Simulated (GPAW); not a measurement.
## Te2Mo: G0W0 on several meshes in GPAW

Aim: the GW shift of Te2Mo against the k mesh.

Calculated with GPAW 26.7.0; PBE and many-body steps on it, plane waves.

### 1. The starting structure

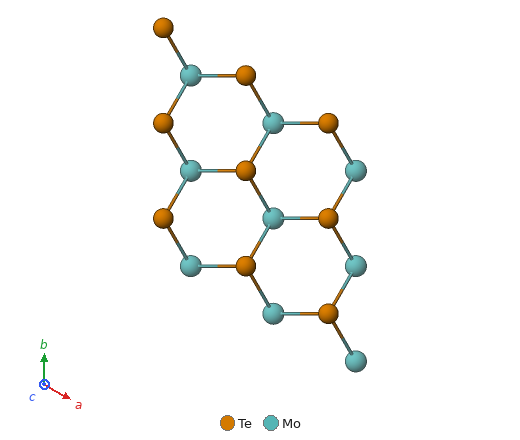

The cell as given, from above (tellurium orange, molybdenum teal). 3×3×1 cells are drawn.

The cell holds 3 atoms: 2 Te and 1 Mo. Cell: a = 3.518 Å, b = 3.518 Å, c = 14.600 Å, α = 90.0°, β = 90.0°, γ = 120.0°. It derives from Te2Mo. Vacuum lies along c.

As a file:

```xyz
3
Lattice="3.5182 0.0000 0.0000 -1.7591 3.0469 0.0000 0.0000 0.0000 14.6000" Properties=species:S:1:pos:R:3
Te    0.0000    2.0312    5.4974
Te    0.0000    2.0312    9.1026
Mo    1.7591    1.0156    7.3000
```

 Spin-orbit coupling is left out unless a step names it.

### 2. Empty states on the mesh, 12×12×1 mesh, 264 bands

This step: GPAW 26.7.0; DFT, PBE, plane waves, PAW.

The sums over transitions need many empty states on a uniform mesh; this step solves for them.

Input file run.py:

```python
import json
import numpy as np
from gpaw.mpi import world
from gpaw import GPAW

calc = GPAW('gs.gpw').fixed_density(kpts={'size': (12, 12, 1), 'gamma': True},
    parallel={'domain': 1, 'band': 1},
    txt='nscf.txt')
calc.diagonalize_full_hamiltonian(nbands=264)
calc.write('full.gpw', mode='all')
res = {}
kpts = calc.get_ibz_k_points()
res['kpts'] = kpts
res['eigenvalues'] = [calc.get_eigenvalues(kpt=k) for k in range(len(kpts))]
res['n_electrons'] = calc.get_number_of_electrons()

if world.rank == 0:
    with open('result.json', 'w') as f:
        json.dump(res, f, default=lambda x: x.tolist())
```

Launch:

```
mpirun -n 4 gpaw python run.py
```

Numbers of over 12 decimals in the logs are rounded to 6 here.

The log of the run:

```text
Diagonalizing LCAO Hamiltonian
Converting LCAO to pw mode
convergence criteria:
- Maximum integral of absolute [eigenst]ate change: 4e-08 eV^2 / valence electron
maximum number of iterations: 100

SCF iterations
|iter     |     time |      energy | eigst |  dens |
|iter:   1|  |             | +0.44 |       |
|iter:   2|  |             | -0.95 |       |
|iter:   3|  |             | -1.78 |       |
[...]
|iter:  11|  |             | -6.62 |       |
|iter:  12|  |             | -7.30 |       |
|iter:  13|  |             | -7.81c|       |
SCF steps: 13
  __  _  _
 | _ |_)|_||  |
 |__||  | ||/\| - 26.7.0

Input parameters:
  mode=PW(ecut=450.000000),
  convergence={'density': 1e-06, 'bands': -3},
  gpts=array([18, 18, 72]),
  kpts=MonkhorstPack(size=(12, 12, 1), gamma=True),
  maxiter=100,
  nbands=20,
  occupations=Occupations(name='fermi-dirac', width=0.001, fixmagmom=False),
  parallel={'domain': 1, 'band': 1},
  xc=XC(name='PBE')
Matrix size: 3381x3381
# Writing to full.gpw (mode='all')
  [... matrices ...]

timing:  # [seconds]
  Total: 173.166  # ━━━━━━━━━━━━━━━━━━━━━━━━━━━━━━━━━━━━━━━━━━━━━━━━━━━━━━━━━
```

Wall time 3 min (4 MPI ranks of Arm Neoverse V1, shared host); peak memory 4.5 GiB; 12 min of CPU time.

This step gave:

- gap: 1.131 eV
- k of the valence top: 0.3333, 0.3333, 0
- k of the conduction bottom: 0.3333, 0.3333, 0
- least direct gap: 1.131 eV
- k points computed: 19
- lowest point of the top converged band, above the valence top: 73.3734 eV

On this mesh the gap is 1.131 eV.

### 3. 12×12×1

Now the one-shot GW correction: screening in the RPA, then the self-energy of the levels asked for.

This step: G0W0 on PBE, plane waves, PAW.

Input file run.py:

```python
import json
import numpy as np
from gpaw.mpi import world
from gpaw.response.g0w0 import G0W0

gw = G0W0('full.gpw',
    filename='gw',
    kpts=[0, 9],
    bands=(11, 15),
    ecut=48,
    nbands=118,
    truncation='2D',
    integrate_gamma='sphere',
    q0_correction=True,
    frequencies={'type': 'nonlinear', 'domega0': 0.15, 'omega2': 15.0},
    eta=0.1,
    nblocksmax=True)
gw.calculate()
res = {mode: {k: v for k, v in r.items() if k != 'sigma_eskwn'}
       for mode, r in gw.all_results.items()}

if world.rank == 0:
    with open('result.json', 'w') as f:
        json.dump(res, f, default=lambda x: x.tolist())
```

Launch:

```
mpirun -n 4 gpaw python run.py
```

The log of the run:

```text
Using integrator: PointIntegrator
NonLinearFrequencyDescriptor(from 0.000 to 103.845 eV, 180 points)
Nonperiodic BCs:  [False False  True]
Using integrator: PointIntegrator
NonLinearFrequencyDescriptor(from 0.000 to 103.845 eV, 180 points)
Nonperiodic BCs:  [False False  True]
Applying analytical 2D correction to W:
    Evaluating Gamma point contribution to W on a 13x13x1 grid
  ___  _ _ _
 |   || | | |
 | | || | | |
 |__ ||_____|
 |___|

BZ k-points: Symmetries present (total): 12

  [... matrices ...]
144 k-points: 12 x 12 x 1 Monkhorst-Pack grid + [1/24,1/24,0.000000]
19 k-points in the irreducible part of the Brillouin zone
       k-points in crystal coordinates                weights
   0:    -0.00000000   -0.00000000    0.00000000          1/144
   1:     0.08333333   -0.00000000    0.00000000          6/144
   2:     0.16666667   -0.08333333    0.00000000          6/144
   3:     0.16666667   -0.00000000    0.00000000          6/144
   4:     0.25000000   -0.08333333    0.00000000         12/144
   5:     0.25000000   -0.00000000    0.00000000          6/144
   6:     0.33333333   -0.16666667    0.00000000          6/144
   7:     0.33333333   -0.08333333    0.00000000         12/144
   8:     0.33333333   -0.00000000    0.00000000          6/144
   9:     0.33333333    0.33333333    0.00000000          2/144
          ...
  18:     0.50000000    0.50000000    0.00000000          3/144

Distributing spins, k-points and bands (1 x 2 x 4) over 1 process
Number of blocks: 4

Quasi particle states:
k-points (IBZ indices): [0, 9]
Band range: (11, 15)
  [... matrices ...]
Computational parameters:
Plane wave cut-off: 48 eV
Number of bands: 118
Coulomb cutoff: 2D
Broadening: 0.1 eV

fxc modes: GW
Kernel: RPA
Using full-frequency real axis integration
Summing all q:

Calculating screened Coulomb potential
2D Coulomb truncation
NonLinearFrequencyDescriptor(from 0.000 to 103.845 eV, 180 points)
Removing empty qpoint cache files...

Calculating chi0 body with:
    Ground state adapter containing:
    Number of spins: 1
    Number of kpoints: 144
    Number of irreducible kpoints: 19
    Number of completely occupied states: 13
    Number of partially occupied states: 13
    Occupied states memory: 4.62744140625 M / cpu

    Linear response parametrization:
    q_c: [-2.0816681711721685e-17, -2.0816681711721685e-17, 0.0]
    Number of frequency points: 180
    Planewave cutoff: 48.0
    Number of bands: 118
    Number of planewaves: 95
    Broadening (eta): 0.1
    comm.size: 4
    kncomm.size: 1
    blockcomm.size: 4

    Memory estimate of potentially large arrays:
        chi0_wGG: 6.196976 M / cpu
Integrating chi0 body.

Symmetries of q_c:
    Direct symmetries (Uq -> q): 12
    Indirect symmetries (TUq -> q): 12
In total 24 allowed symmetries.

  [... matrices ...]
19 groups of equivalent kpoints. 86.805556% reduction.

Integral kind: spectral function
Integrating chi0 head and wings.

Symmetries of q_c:
    Direct symmetries (Uq -> q): 12
    Indirect symmetries (TUq -> q): 12
In total 24 allowed symmetries.

  [... matrices ...]
19 groups of equivalent kpoints. 86.805556% reduction.

Integral kind: spectral function wings

Calculating chi0 body with:
    Ground state adapter containing:
    Number of spins: 1
    Number of kpoints: 144
    Number of irreducible kpoints: 19
    Number of completely occupied states: 13
    Number of partially occupied states: 13
[... the further q-points ...]

Results:
f:      Occupation numbers
eps:     KS-eigenvalues [eV]
vxc:     KS vxc [eV]
exx:     Exact exchange [eV]
sigma:   Self-energies [eV]
dsigma:  Self-energy derivatives
Z:       Renormalization factors
qp:      QP-energies [eV]

k-point 0 (0): (-0.000, -0.000, 0.000)                GW
band       f     eps     vxc     exx   sigma  dsigma       Z      qp
                                                                   GW
  11   1.000   0.426 -18.822 -19.672   1.542  -0.406   0.711   0.918
  12   1.000   0.766 -16.952 -17.792   1.294  -0.421   0.704   1.085
  13   0.000   4.444 -16.804 -12.510  -2.991  -0.428   0.700   5.357
  14   0.000   4.444 -16.804 -12.510  -2.991  -0.428   0.700   5.357

k-point 1 (9): (0.333, 0.333, 0.000)                GW
band       f     eps     vxc     exx   sigma  dsigma       Z      qp
                                                                   GW
  11   1.000  -0.455 -16.173 -18.307   2.271  -0.448   0.691  -0.360
  12   1.000   1.274 -18.084 -18.176   0.781  -0.421   0.704   1.759
  13   0.000   2.406 -19.676 -15.432  -2.573  -0.414   0.707   3.587
  14   0.000   3.150 -17.187 -12.866  -2.885  -0.398   0.715   4.178
```

It took 6.5 min on 4 MPI ranks; peak memory 2.5 GiB; 26 min of CPU time.

This step gave:

```
G0W0 gap on the points computed              : 1.828 eV
least direct G0W0 gap on the computed points : 1.828 eV
Z at the valence top                         : 0.7038
Z at the conduction bottom                   : 0.7072
starting gap on the mesh                     : 1.131 eV
k of the valence top                         : 0.3333, 0.3333, 0
k of the conduction bottom                   : 0.3333, 0.3333, 0
```

The gap on the mesh goes from 1.13 eV to 1.83 eV, a correction of +0.70 eV.

### 4. Empty states on the mesh, 6×6×1 mesh, 128 bands

This step: DFT, PBE, plane waves, PAW.

Input file run.py:

```python
import json
import numpy as np
from gpaw.mpi import world
from gpaw import GPAW

calc = GPAW('gs.gpw').fixed_density(kpts={'size': (6, 6, 1), 'gamma': True},
    nbands=149,
    convergence={'bands': 128},
    update_fermi_level=True,
    txt='nscf.txt')
calc.write('full.gpw', mode='all')
res = {}
kpts = calc.get_ibz_k_points()
res['kpts'] = kpts
res['eigenvalues'] = [calc.get_eigenvalues(kpt=k) for k in range(len(kpts))]
res['n_electrons'] = calc.get_number_of_electrons()

if world.rank == 0:
    with open('result.json', 'w') as f:
        json.dump(res, f, default=lambda x: x.tolist())
```

Launch:

```
mpirun -n 4 gpaw python run.py
```

The log of the run:

```text
Diagonalizing LCAO Hamiltonian
Converting LCAO to pw mode
convergence criteria:
- Maximum integral of absolute [eigenst]ate change: 4e-08 eV^2 / valence electron
maximum number of iterations: 100

SCF iterations
|iter     |     time |      energy | eigst |  dens |
|iter:   1|  |             | +4.07 |       |
|iter:   2|  |             | +2.82 |       |
|iter:   3|  |             | +1.70 |       |
[...]
|iter:  13|  |             | -6.66 |       |
|iter:  14|  |             | -7.00 |       |
|iter:  15|  |             | -7.54c|       |
SCF steps: 15
  __  _  _
 | _ |_)|_||  |
 |__||  | ||/\| - 26.7.0

Input parameters:
  mode=PW(ecut=450.000000),
  convergence={'bands': 128},
  gpts=array([18, 18, 72]),
  kpts=MonkhorstPack(size=(6, 6, 1), gamma=True),
  maxiter=100,
  nbands=149,
  occupations=Occupations(name='fermi-dirac', width=0.001, fixmagmom=False),
  parallel={},
  xc=XC(name='PBE')
# Writing to full.gpw (mode='all')
  [... matrices ...]

timing:  # [seconds]
  Total: 0.042  # ━━━━━━━━━━━━━━━━━━━━━━━━━━━━━━━━━━━━━━━━━━━━━━━━━━━━━━━━━━━
```

It took 36 s on 4 MPI ranks; peak memory 0.89 GiB.

Numbers from this step:

```yaml
gap: 1.131 eV
k_of_the_valence_top: 0.3333, 0.3333, 0
k_of_the_conduction_bottom: 0.3333, 0.3333, 0
least_direct_gap: 1.131 eV
k_points_computed: 7
lowest_point_of_the_top_converged_band_above_the_valence_top: 43.24 eV
```

On this mesh the gap is 1.131 eV.

### 5. 6×6×1

This step: G0W0 on PBE, plane waves, PAW.

Input file run.py:

```python
import json
import numpy as np
from gpaw.mpi import world
from gpaw.response.g0w0 import G0W0

gw = G0W0('full.gpw',
    filename='gw',
    kpts=[0, 4],
    bands=(11, 15),
    ecut=48,
    nbands=118,
    truncation='2D',
    integrate_gamma='sphere',
    q0_correction=True,
    frequencies={'type': 'nonlinear', 'domega0': 0.15, 'omega2': 15.0},
    eta=0.1,
    nblocksmax=True)
gw.calculate()
res = {mode: {k: v for k, v in r.items() if k != 'sigma_eskwn'}
       for mode, r in gw.all_results.items()}

if world.rank == 0:
    with open('result.json', 'w') as f:
        json.dump(res, f, default=lambda x: x.tolist())
```

Launch:

```
mpirun -n 4 gpaw python run.py
```

The log of the run:

```text
Using integrator: PointIntegrator
NonLinearFrequencyDescriptor(from 0.000 to 103.845 eV, 180 points)
Nonperiodic BCs:  [False False  True]
Using integrator: PointIntegrator
NonLinearFrequencyDescriptor(from 0.000 to 103.845 eV, 180 points)
Nonperiodic BCs:  [False False  True]
Applying analytical 2D correction to W:
    Evaluating Gamma point contribution to W on a 27x27x1 grid
  ___  _ _ _
 |   || | | |
 | | || | | |
 |__ ||_____|
 |___|

BZ k-points: Symmetries present (total): 12

  [... matrices ...]
36 k-points: 6 x 6 x 1 Monkhorst-Pack grid + [1/12,1/12,0.000000]
7 k-points in the irreducible part of the Brillouin zone
       k-points in crystal coordinates                weights
   0:     0.00000000    0.00000000    0.00000000          1/36
   1:     0.16666667    0.00000000    0.00000000          6/36
   2:     0.33333333   -0.16666667    0.00000000          6/36
   3:     0.33333333    0.00000000    0.00000000          6/36
   4:     0.33333333    0.33333333    0.00000000          2/36
   5:     0.50000000    0.33333333    0.00000000         12/36
   6:     0.50000000    0.50000000    0.00000000          3/36

Distributing spins, k-points and bands (1 x 2 x 4) over 1 process
Number of blocks: 4

Quasi particle states:
k-points (IBZ indices): [0, 4]
Band range: (11, 15)
  [... matrices ...]
Computational parameters:
Plane wave cut-off: 48 eV
Number of bands: 118
Coulomb cutoff: 2D
Broadening: 0.1 eV

fxc modes: GW
Kernel: RPA
Using full-frequency real axis integration
Summing all q:

Calculating screened Coulomb potential
2D Coulomb truncation
NonLinearFrequencyDescriptor(from 0.000 to 103.845 eV, 180 points)
Removing empty qpoint cache files...

Calculating chi0 body with:
    Ground state adapter containing:
    Number of spins: 1
    Number of kpoints: 36
[...]
q_c: [1.3877787807814457e-17, 1.3877787807814457e-17, 0.0]
    Number of frequency points: 180
    Planewave cutoff: 48.0
    Number of bands: 118
    Number of planewaves: 95
    Broadening (eta): 0.1
    comm.size: 4
    kncomm.size: 1
    blockcomm.size: 4

    Memory estimate of potentially large arrays:
        chi0_wGG: 6.196976 M / cpu
Integrating chi0 body.

Symmetries of q_c:
    Direct symmetries (Uq -> q): 12
    Indirect symmetries (TUq -> q): 12
In total 24 allowed symmetries.

  [... matrices ...]
7 groups of equivalent kpoints. 80.555556% reduction.

Integral kind: spectral function
Integrating chi0 head and wings.

Symmetries of q_c:
    Direct symmetries (Uq -> q): 12
    Indirect symmetries (TUq -> q): 12
In total 24 allowed symmetries.

  [... matrices ...]
7 groups of equivalent kpoints. 80.555556% reduction.

Integral kind: spectral function wings

Calculating chi0 body with:
    Ground state adapter containing:
    Number of spins: 1
    Number of kpoints: 36
    Number of irreducible kpoints: 7
    Number of completely occupied states: 13
    Number of partially occupied states: 13
[... the further q-points ...]

Results:
f:      Occupation numbers
eps:     KS-eigenvalues [eV]
vxc:     KS vxc [eV]
exx:     Exact exchange [eV]
sigma:   Self-energies [eV]
dsigma:  Self-energy derivatives
Z:       Renormalization factors
qp:      QP-energies [eV]

k-point 0 (0): (0.000, 0.000, 0.000)                GW
band       f     eps     vxc     exx   sigma  dsigma       Z      qp
                                                                   GW
  11   1.000   0.426 -18.822 -19.651   1.496  -0.410   0.709   0.899
  12   1.000   0.766 -16.952 -17.794   1.251  -0.418   0.705   1.054
  13   0.000   4.444 -16.804 -12.522  -2.956  -0.437   0.696   5.367
[...]
k-point 1 (4): (0.333, 0.333, 0.000)                GW
band       f     eps     vxc     exx   sigma  dsigma       Z      qp
                                                                   GW
[...]
13   0.000   2.406 -19.676 -15.378  -2.620  -0.432   0.699   3.578
  14   0.000   3.150 -17.187 -12.868  -2.853  -0.401   0.714   4.197
```

It took 45 s on 4 MPI ranks; peak memory 1.4 GiB; 3 min of CPU time.

Numbers from this step:

* G0W0 gap on the points computed: 1.837 eV
* least direct G0W0 gap on the computed points: 1.837 eV
* Z at the valence top: 0.7007
* Z at the conduction bottom: 0.6985
* starting gap on the mesh: 1.131 eV
* k of the valence top: 0.3333, 0.3333, 0
* k of the conduction bottom: 0.3333, 0.3333, 0

Against G0W0 in GPAW (12×12×1 mesh, 118 bands, screening to 48 eV, full frequency, Hilbert transform), the gap moves by +0.010 eV.

### 6. Side by side

Times are wall times on 4 MPI ranks of Arm Neoverse V1, shared host, good to a factor of about two.

```csv
run,mesh,bands,screening cutoff (eV),DFT gap (eV),gap on the mesh (eV),direct (eV),time
12×12×1,12×12×1,118,48,1.131,1.828,1.828,6.5 min
6×6×1,6×6×1,118,48,1.131,1.837,1.837,45 s
```

### 7. Outcome

```
12×12×1      : 1.828 eV
6×6×1        : 1.837 eV
known limits : not at the basis limit; no spin-orbit coupling
```

In words: 6×6×1: +0.010 eV against 12×12×1. Bands and cutoff are finite, so the gap is not at the basis limit. The miss can reach some tenths of an eV and take either sign; the mesh is an error of its own. These stock PAW sets were not made for GW; the filled d or f shell of Te lies in the frozen core, which bears on start and correction. In the G0W0 runs levels were corrected at 2 k points alone, so a gap called «on the mesh» is the least over those, and an edge elsewhere would be missed. The many-body steps are scalar-relativistic: spin-orbit coupling is not in them.

[Paths, hosts, dates, memory and timing lines, banners, echoed tables and standing remarks are left out of the program output.]

[Logs are printed without paths, hosts, clocks, repeated set-up lines and the standing remarks that a program may print on its own settings, such as how far it seeks lower states.]

[Runs of the session that timed out or met a known fault of the program may be left out.]

[Hosts, paths, dates, database ids (printed as entryN), source tags and the programs' standing remarks are cut or masked in the printed files.]
